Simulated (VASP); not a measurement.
Energy against volume of GaP (zinc blende). Computed with PW91 GGA, VASP's PBE PAW potentials (set 64) (plane waves; VASP 6.6.1).

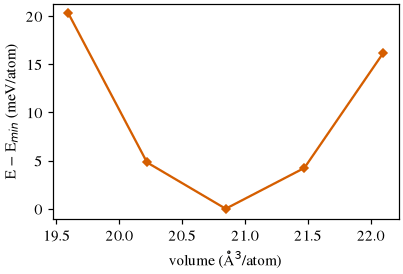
Figure. Energy against volume

Q: Estimate the equilibrium volume and the bulk modulus.

A: The minimum lies near 20.8 Å³/atom, and the curvature gives B0 of about 77 GPa.

Measured: bulk modulus 89.6 GPa at 0 K (computed value off by -14.2 %), as given by Daniel Mejia-Rodriguez et al., Physical Review B (2018), arXiv:1807.09216 [0 K value with the zero-point phonon effect removed]; a 5.439 Å at 0 K (computed value off by +1.2 %), as given by Daniel Mejia-Rodriguez et al., Physical Review B (2018), arXiv:1807.09216 [static lattice: zero-point anharmonic expansion removed].

The compound is GaP in the zinc blende structure. It was relaxed first.
